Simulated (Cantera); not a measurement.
Input: 1 mol CH3Cl, 1.1 mol H2, held at 2.70 Pa.

These are equilibrium values from Cantera (NASA tables, ideal gas, pure condensed phases), not measurements of a reactor. Candidate condensed phases: C, C6H6, C7H8, C8H18; 91 gas species. Kinetics and transport are ignored.

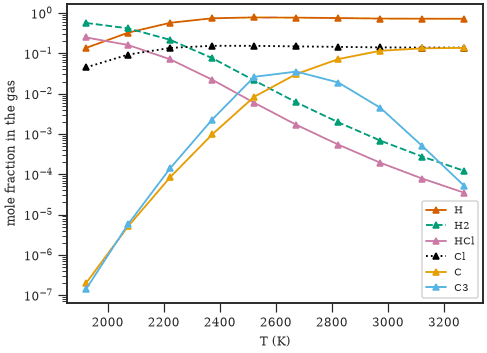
Fig. 1. Equilibrium gas composition (values under 1e-9 drawn at 1e-9)

From 1923 K to 2523 K the condensed part is C(graphite). From 2673 K to 3273 K nothing is condensed. The main C-bearing gas is C2H2 (acetylene) at 1923 K and C at 3273 K.
